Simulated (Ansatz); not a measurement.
**ClGe₂H₅S: small, medium and large basis sets**

How large a basis does ClGe₂H₅S need? Two functionals are run in growing sets.

Method: one geometry, several basis sets; program: Ansatz 0.2.0, Gaussian basis.

Levels to be run: PBE0-D4/def2-SVP; ωB97M-V/def2-SVP; PBE0-D4/def2-QZVPP; ωB97M-V/def2-QZVPP; the functionals' def2-TZVPP values are taken from earlier runs.

**1. The geometry**

An earlier PBE0-D4 in a triple-zeta def2 set relaxation fixed the geometry.

SMILES `[Cl][GeH2][S][GeH3]`, 9 atoms, charge 0, spin multiplicity 1.

Atoms are counted from 1 here; the program's logs count them from 0.

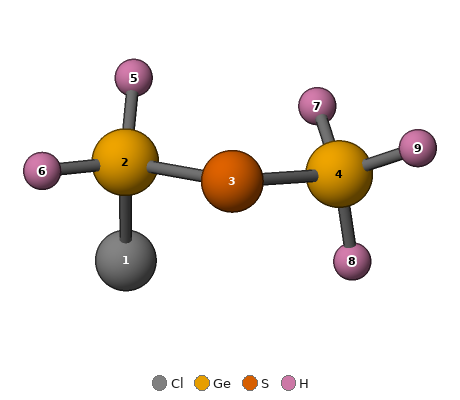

The structure; chlorine grey, germanium amber, sulfur orange, hydrogen pink; atoms are numbered from 1 in the order of the file.

**2. PBE0-D4 in def2-SVP**

Contents of in.yaml:

```yaml
crystal:
  periodic: [false, false, false]
  atoms:
    - {symbol: Cl, position_ang: [-0.116933, 0.518385, -2.508739]}
    - {symbol: Ge, position_ang: [0.733266, 1.341595, -0.700770]}
    - {symbol: S, position_ang: [-0.618967, 0.992818, 0.997844]}
    - {symbol: Ge, position_ang: [-0.699229, -1.237785, 0.901476]}
    - {symbol: H, position_ang: [2.070444, 0.613770, -0.514993]}
    - {symbol: H, position_ang: [0.866275, 2.854427, -0.894937]}
    - {symbol: H, position_ang: [0.690502, -1.763693, 0.511234]}
    - {symbol: H, position_ang: [-1.751321, -1.676041, -0.122919]}
    - {symbol: H, position_ang: [-1.085437, -1.689875, 2.314603]}
basis:
  gaussian: {orbitals: def2-SVP}
hamiltonian: {xc: pbe0, dispersion: d4}
output: {orbitals: {seedname: orbitals}}
```

Started as:

```bash
> ansatz run in.yaml --threads 4 --pin off --events-out ev --progress --plain --max-ram 10444MiB
```

After this run come: ωB97M-V in def2-SVP; PBE0-D4 in def2-QZVPP; ωB97M-V in def2-QZVPP.

**Question.** What will the summary of the whole plan be? Wanted: PBE0-D4: double and triple zeta above quadruple; ωB97M-V: double and triple zeta above quadruple.

**Answer**, as computed:

| quantity | value |
| --- | --- |
| PBE0-D4: double and triple zeta above quadruple | 25.56, 3.14 eV |
| ωB97M-V: double and triple zeta above quadruple | 25.37, 3.06 eV |

For PBE0-D4 the step from double to triple zeta gains 22.42 eV and the next only 3.14 eV. Total energies overstate the basis error of differences, where much of it tends to cancel. The LUMO of ωB97M-V is positive and keeps falling with the basis (1.72 to 1.01 eV): an unbound level that the basis holds in place.
